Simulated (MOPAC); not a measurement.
**Geometry relaxation, with input and output: CH$_{4}$ClFGe (part 2 of 2)**

Continued. System: CH$_{4}$ClFGe. Method: PM3, closed shell (MOPAC 23.2.5). The atoms were displaced at random from an optimised geometry.

Geometry of the input (Å):
```
C  -0.2307  1.0389  -0.0965
Ge 0.1329  -0.8371  0.2108
F  1.8420  -0.9723  0.5516
Cl -0.1961  -1.9421  -1.5849
H  -1.2834  1.1630  -0.3717
H  0.0052  1.6110  0.8045
H  0.3845  1.3840  -0.9377
H  -0.5715  -1.5291  1.3478
```

### Trajectory as extended XYZ, continued
```
8
Properties=species:S:1:pos:R:3:forces:R:3 step=7 energy=-4.41091
C    -0.2433    1.0382   -0.0993    0.1065   0.0982  -0.0888
Ge    0.1479   -0.8438    0.2435    0.0790   0.0509   0.0397
F     1.8448   -0.9751    0.5342   -0.0425  -0.0306  -0.0443
Cl   -0.1964   -1.9505   -1.6175    0.0139   0.0034   0.0245
H    -1.2881    1.1889   -0.3684   -0.0168  -0.0632   0.0153
H    -0.0139    1.6456    0.7783   -0.0170  -0.0691   0.0055
H     0.3852    1.3833   -0.9270   -0.0781  -0.0333   0.0752
H    -0.6427   -1.4680    1.3613   -0.0448   0.0435  -0.0271
8
Properties=species:S:1:pos:R:3:forces:R:3 step=8 energy=-4.41266
C    -0.2437    1.0386   -0.0967   -0.0153   0.0832  -0.0820
Ge    0.1489   -0.8424    0.2445    0.0349   0.0433   0.0189
F     1.8454   -0.9789    0.5283   -0.0304  -0.0354  -0.0153
Cl   -0.1936   -1.9518   -1.6164    0.0086   0.0076   0.0264
H    -1.2910    1.1866   -0.3676    0.0581  -0.0720   0.0343
H    -0.0192    1.6467    0.7813   -0.0050  -0.0655   0.0014
H     0.3829    1.3799   -0.9241   -0.0333   0.0187   0.0264
H    -0.6589   -1.4527    1.3563   -0.0175   0.0201  -0.0101
8
Properties=species:S:1:pos:R:3:forces:R:3 step=9 energy=-4.41388
C    -0.2452    1.0402   -0.0961    0.0318   0.0135  -0.0354
Ge    0.1496   -0.8401    0.2440    0.0144   0.0089   0.0264
F     1.8456   -0.9843    0.5236   -0.0276  -0.0299   0.0061
Cl   -0.1904   -1.9523   -1.6135   -0.0002   0.0006   0.0074
H    -1.2922    1.1802   -0.3625   -0.0176  -0.0359  -0.0035
H    -0.0234    1.6435    0.7851    0.0111  -0.0302   0.0043
H     0.3806    1.3794   -0.9231   -0.0202   0.0615   0.0007
H    -0.6714   -1.4410    1.3517    0.0085   0.0116  -0.0060
8
Properties=species:S:1:pos:R:3:forces:R:3 step=10 energy=-4.41446
C    -0.2449    1.0407   -0.0973   -0.0035  -0.0150   0.0033
Ge    0.1497   -0.8386    0.2448    0.0115  -0.0093  -0.0104
F     1.8449   -0.9870    0.5214   -0.0015  -0.0285   0.0181
Cl   -0.1891   -1.9522   -1.6124   -0.0034  -0.0021   0.0027
H    -1.2936    1.1747   -0.3613   -0.0067  -0.0146  -0.0082
H    -0.0244    1.6391    0.7873    0.0097  -0.0032  -0.0018
H     0.3789    1.3830   -0.9232   -0.0070   0.0679  -0.0169
H    -0.6738   -1.4380    1.3491    0.0011   0.0048   0.0132
8
Properties=species:S:1:pos:R:3:forces:R:3 step=11 energy=-4.41491
C    -0.2451    1.0410   -0.0987    0.0035  -0.0228   0.0225
Ge    0.1503   -0.8376    0.2444   -0.0127  -0.0223  -0.0117
F     1.8442   -0.9898    0.5208    0.0294  -0.0273   0.0257
Cl   -0.1883   -1.9517   -1.6110   -0.0069  -0.0099  -0.0085
H    -1.2948    1.1694   -0.3605   -0.0117   0.0053  -0.0131
H    -0.0250    1.6352    0.7887    0.0010   0.0147  -0.0040
H     0.3769    1.3899   -0.9233   -0.0117   0.0502  -0.0142
H    -0.6752   -1.4359    1.3495    0.0091   0.0120   0.0033
8
Properties=species:S:1:pos:R:3:forces:R:3 step=12 energy=-4.41523
C    -0.2454    1.0412   -0.0997    0.0082  -0.0112   0.0154
Ge    0.1507   -0.8372    0.2442    0.0138  -0.0168  -0.0237
F     1.8448   -0.9921    0.5211    0.0113  -0.0234   0.0235
Cl   -0.1883   -1.9516   -1.6105   -0.0077  -0.0129  -0.0107
H    -1.2961    1.1654   -0.3608   -0.0035   0.0149  -0.0083
H    -0.0256    1.6332    0.7893   -0.0098   0.0214  -0.0007
H     0.3744    1.3981   -0.9232   -0.0213   0.0171   0.0000
H    -0.6760   -1.4329    1.3496    0.0088   0.0109   0.0045
8
Properties=species:S:1:pos:R:3:forces:R:3 step=13 energy=-4.41545
C    -0.2461    1.0415   -0.0996    0.0116   0.0062   0.0039
Ge    0.1518   -0.8370    0.2430    0.0021  -0.0067  -0.0103
F     1.8452   -0.9939    0.5225    0.0117  -0.0218   0.0206
Cl   -0.1888   -1.9522   -1.6102   -0.0067  -0.0140  -0.0119
H    -1.2972    1.1635   -0.3612    0.0025   0.0149   0.0004
H    -0.0267    1.6334    0.7898   -0.0186   0.0141   0.0022
H     0.3717    1.4049   -0.9222   -0.0211  -0.0064   0.0045
H    -0.6771   -1.4293    1.3505    0.0185   0.0139  -0.0094
8
Properties=species:S:1:pos:R:3:forces:R:3 step=14 energy=-4.41563
C    -0.2468    1.0422   -0.0987    0.0133   0.0165  -0.0100
Ge    0.1528   -0.8368    0.2418    0.0164   0.0061  -0.0060
F     1.8462   -0.9953    0.5244   -0.0084  -0.0181   0.0122
Cl   -0.1897   -1.9535   -1.6106   -0.0036  -0.0096  -0.0070
H    -1.2980    1.1630   -0.3608    0.0023   0.0110   0.0069
H    -0.0282    1.6347    0.7905   -0.0203   0.0046   0.0045
H     0.3690    1.4097   -0.9213   -0.0164  -0.0190   0.0078
H    -0.6774   -1.4255    1.3499    0.0168   0.0085  -0.0084
8
Properties=species:S:1:pos:R:3:forces:R:3 step=15 energy=-4.41578
C    -0.2475    1.0433   -0.0975    0.0087   0.0173  -0.0141
Ge    0.1543   -0.8361    0.2399    0.0104   0.0119   0.0029
F     1.8467   -0.9970    0.5270   -0.0103  -0.0145   0.0042
Cl   -0.1908   -1.9554   -1.6110    0.0005  -0.0027  -0.0011
H    -1.2990    1.1632   -0.3592   -0.0021   0.0057   0.0090
H    -0.0304    1.6362    0.7920   -0.0156  -0.0045   0.0031
H     0.3659    1.4130   -0.9204   -0.0051  -0.0165   0.0036
H    -0.6772   -1.4217    1.3488    0.0134   0.0034  -0.0076
8
Properties=species:S:1:pos:R:3:forces:R:3 step=16 energy=-4.41586
C    -0.2480    1.0442   -0.0968    0.0022   0.0089  -0.0091
Ge    0.1552   -0.8352    0.2387    0.0082   0.0089   0.0038
F     1.8468   -0.9984    0.5286   -0.0078  -0.0107  -0.0011
Cl   -0.1913   -1.9568   -1.6112    0.0031   0.0027   0.0026
H    -1.2998    1.1634   -0.3571   -0.0065   0.0038   0.0045
H    -0.0321    1.6366    0.7934   -0.0072  -0.0047   0.0004
H     0.3639    1.4143   -0.9202    0.0020  -0.0074   0.0002
H    -0.6764   -1.4196    1.3474    0.0059  -0.0014  -0.0013
8
Properties=species:S:1:pos:R:3:forces:R:3 step=17 energy=-4.41588
C    -0.2482    1.0446   -0.0968   -0.0018   0.0017  -0.0019
Ge    0.1555   -0.8347    0.2384    0.0017   0.0034   0.0028
F     1.8467   -0.9991    0.5289   -0.0003  -0.0085  -0.0017
Cl   -0.1912   -1.9572   -1.6112    0.0034   0.0040   0.0027
H    -1.3003    1.1637   -0.3560   -0.0064   0.0033  -0.0001
H    -0.0328    1.6364    0.7939   -0.0020  -0.0012  -0.0013
H     0.3634    1.4142   -0.9204    0.0030  -0.0007  -0.0017
H    -0.6758   -1.4195    1.3468    0.0024  -0.0020   0.0012
8
Properties=species:S:1:pos:R:3:forces:R:3 step=18 energy=-4.41589
C    -0.2484    1.0448   -0.0970   -0.0026  -0.0016   0.0019
Ge    0.1555   -0.8345    0.2385   -0.0007   0.0002   0.0011
F     1.8466   -0.9997    0.5287    0.0026  -0.0067  -0.0013
Cl   -0.1910   -1.9571   -1.6110    0.0028   0.0036   0.0017
H    -1.3007    1.1639   -0.3556   -0.0041   0.0025  -0.0025
H    -0.0331    1.6361    0.7938   -0.0001   0.0018  -0.0016
H     0.3633    1.4138   -0.9207    0.0013   0.0017  -0.0016
H    -0.6753   -1.4198    1.3468    0.0008  -0.0015   0.0023
8
Properties=species:S:1:pos:R:3:forces:R:3 step=19 energy=-4.41590
C    -0.2488    1.0448   -0.0973   -0.0017  -0.0026   0.0037
Ge    0.1555   -0.8343    0.2387   -0.0025  -0.0017   0.0001
F     1.8465   -1.0005    0.5283    0.0032  -0.0044  -0.0007
Cl   -0.1907   -1.9568   -1.6108    0.0017   0.0026   0.0003
H    -1.3012    1.1642   -0.3557   -0.0006   0.0008  -0.0032
H    -0.0334    1.6361    0.7936    0.0003   0.0038  -0.0014
H     0.3632    1.4137   -0.9209   -0.0009   0.0019  -0.0010
H    -0.6750   -1.4201    1.3470    0.0004  -0.0004   0.0020
8
Properties=species:S:1:pos:R:3:forces:R:3 step=20 energy=-4.41591
C    -0.2492    1.0449   -0.0975    0.0003  -0.0016   0.0031
Ge    0.1555   -0.8341    0.2389   -0.0026  -0.0017  -0.0003
F     1.8466   -1.0013    0.5280    0.0013  -0.0020  -0.0003
Cl   -0.1903   -1.9565   -1.6106    0.0007   0.0017  -0.0008
H    -1.3016    1.1645   -0.3561    0.0023  -0.0013  -0.0020
H    -0.0338    1.6363    0.7933   -0.0005   0.0040  -0.0007
H     0.3630    1.4138   -0.9211   -0.0021   0.0006  -0.0003
H    -0.6748   -1.4202    1.3474    0.0006   0.0004   0.0013
8
Properties=species:S:1:pos:R:3:forces:R:3 step=21 energy=-4.41591
C    -0.2494    1.0449   -0.0975    0.0018  -0.0002   0.0014
Ge    0.1555   -0.8341    0.2391   -0.0017  -0.0007  -0.0001
F     1.8467   -1.0018    0.5277   -0.0006  -0.0006  -0.0001
Cl   -0.1901   -1.9563   -1.6106    0.0000   0.0013  -0.0011
H    -1.3017    1.1645   -0.3566    0.0028  -0.0024  -0.0004
H    -0.0340    1.6367    0.7930   -0.0015   0.0027  -0.0003
H     0.3628    1.4139   -0.9211   -0.0017  -0.0007  -0.0001
H    -0.6747   -1.4201    1.3478    0.0010   0.0006   0.0005
8
Properties=species:S:1:pos:R:3:forces:R:3 step=22 energy=-4.41592
C    -0.2495    1.0449   -0.0975    0.0023   0.0007  -0.0001
Ge    0.1554   -0.8341    0.2392   -0.0006   0.0003   0.0002
F     1.8467   -1.0021    0.5275   -0.0016  -0.0001   0.0001
Cl   -0.1900   -1.9562   -1.6106   -0.0005   0.0012  -0.0009
H    -1.3017    1.1644   -0.3569    0.0018  -0.0026   0.0008
H    -0.0342    1.6371    0.7928   -0.0019   0.0013  -0.0001
H     0.3626    1.4140   -0.9212   -0.0006  -0.0013  -0.0001
H    -0.6746   -1.4199    1.3481    0.0011   0.0006   0.0001
8
Properties=species:S:1:pos:R:3:forces:R:3 step=23 energy=-4.41592
C    -0.2495    1.0449   -0.0975    0.0017   0.0009  -0.0009
Ge    0.1554   -0.8341    0.2393    0.0005   0.0008   0.0003
F     1.8467   -1.0023    0.5274   -0.0015   0.0001   0.0004
Cl   -0.1899   -1.9561   -1.6106   -0.0009   0.0013  -0.0005
H    -1.3017    1.1641   -0.3571    0.0002  -0.0021   0.0011
H    -0.0344    1.6375    0.7926   -0.0017   0.0000  -0.0001
H     0.3624    1.4139   -0.9214    0.0007  -0.0014  -0.0002
H    -0.6745   -1.4199    1.3483    0.0009   0.0004  -0.0001
8
Properties=species:S:1:pos:R:3:forces:R:3 step=24 energy=-4.41592
C    -0.2494    1.0449   -0.0975    0.0005   0.0004  -0.0009
Ge    0.1554   -0.8341    0.2394    0.0012   0.0008   0.0001
F     1.8466   -1.0024    0.5273   -0.0004   0.0001   0.0007
Cl   -0.1898   -1.9560   -1.6106   -0.0012   0.0012  -0.0002
H    -1.3016    1.1637   -0.3571   -0.0010  -0.0011   0.0006
H    -0.0346    1.6378    0.7924   -0.0009  -0.0008  -0.0001
H     0.3623    1.4137   -0.9215    0.0013  -0.0009  -0.0001
H    -0.6743   -1.4198    1.3485    0.0004   0.0003  -0.0002
8
Properties=species:S:1:pos:R:3:forces:R:3 step=25 energy=-4.41592
C    -0.2494    1.0449   -0.0976   -0.0002  -0.0001  -0.0002
Ge    0.1554   -0.8341    0.2394    0.0010   0.0004   0.0002
F     1.8466   -1.0024    0.5274    0.0005  -0.0002   0.0006
Cl   -0.1899   -1.9559   -1.6106   -0.0011   0.0012  -0.0001
H    -1.3016    1.1635   -0.3570   -0.0011  -0.0005  -0.0001
H    -0.0347    1.6378    0.7923   -0.0004  -0.0006  -0.0002
H     0.3624    1.4136   -0.9216    0.0011  -0.0005  -0.0001
H    -0.6742   -1.4199    1.3486    0.0001   0.0002  -0.0001
8
Properties=species:S:1:pos:R:3:forces:R:3 step=26 energy=-4.41592
C    -0.2494    1.0448   -0.0977   -0.0009  -0.0006   0.0004
Ge    0.1554   -0.8341    0.2395    0.0010  -0.0002   0.0000
F     1.8466   -1.0025    0.5274    0.0014  -0.0002   0.0007
Cl   -0.1899   -1.9557   -1.6107   -0.0011   0.0010   0.0000
H    -1.3017    1.1632   -0.3570   -0.0007   0.0001  -0.0009
H    -0.0348    1.6378    0.7922    0.0001  -0.0003  -0.0002
H     0.3624    1.4134   -0.9218    0.0004  -0.0001   0.0000
H    -0.6741   -1.4199    1.3487   -0.0003   0.0001   0.0001
8
Properties=species:S:1:pos:R:3:forces:R:3 step=27 energy=-4.41592
C    -0.2494    1.0447   -0.0978   -0.0010  -0.0008   0.0007
Ge    0.1555   -0.8341    0.2395    0.0007  -0.0003   0.0000
F     1.8466   -1.0025    0.5275    0.0018  -0.0002   0.0006
Cl   -0.1900   -1.9555   -1.6107   -0.0010   0.0007   0.0001
H    -1.3018    1.1629   -0.3571   -0.0001   0.0005  -0.0012
H    -0.0349    1.6379    0.7920    0.0002  -0.0001  -0.0002
H     0.3624    1.4132   -0.9219   -0.0002   0.0002   0.0000
H    -0.6740   -1.4198    1.3488   -0.0005   0.0000   0.0001
8
Properties=species:S:1:pos:R:3:forces:R:3 step=28 energy=-4.41592
C    -0.2496    1.0445   -0.0981   -0.0002  -0.0005   0.0006
Ge    0.1556   -0.8342    0.2396    0.0002  -0.0002   0.0000
F     1.8468   -1.0026    0.5278    0.0013   0.0000   0.0000
Cl   -0.1902   -1.9551   -1.6108   -0.0005   0.0001   0.0003
H    -1.3019    1.1624   -0.3575    0.0013   0.0007  -0.0011
H    -0.0352    1.6379    0.7916   -0.0004   0.0000   0.0000
H     0.3624    1.4128   -0.9221   -0.0012   0.0003   0.0000
H    -0.6739   -1.4197    1.3490   -0.0005  -0.0003   0.0001
8
Properties=species:S:1:pos:R:3:forces:R:3 step=29 energy=-4.41592
C    -0.2496    1.0445   -0.0981    0.0003  -0.0002   0.0002
Ge    0.1557   -0.8342    0.2397    0.0002   0.0000   0.0001
F     1.8468   -1.0026    0.5278    0.0007   0.0000  -0.0002
Cl   -0.1903   -1.9551   -1.6108   -0.0004   0.0000   0.0003
H    -1.3019    1.1624   -0.3577    0.0011   0.0005  -0.0005
H    -0.0353    1.6379    0.7916   -0.0007  -0.0002   0.0001
H     0.3624    1.4128   -0.9221   -0.0008   0.0002   0.0000
H    -0.6739   -1.4197    1.3490   -0.0004  -0.0004   0.0000
```

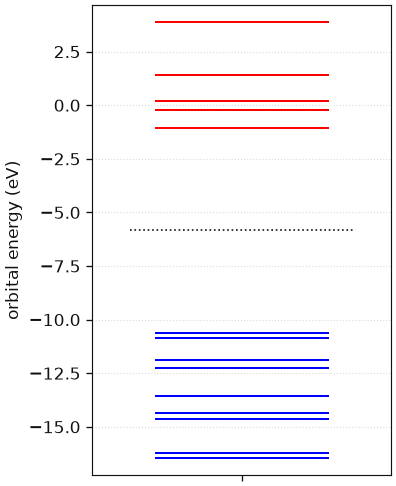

*Orbital energies near the frontier; the dotted line parts filled from empty levels, and levels within 0.02 eV of each other stand side by side.*

Highest filled −10.60 eV, lowest empty −1.05 eV, 9.55 eV apart.

### Results in brief

- outcome: converged
- total energy: −37.744204 hartree
- dispersion energy: 0.000000 hartree
- heat of formation: −101.83 kcal/mol
- basis functions: 20
- largest force: 0.001 eV/Å
- HOMO: −10.60 eV
- LUMO: −1.05 eV
- dipole moment: 2.91 D
- peak memory: 0.072 GiB

### Notes

MOPAC's energies along a path are heats of formation.
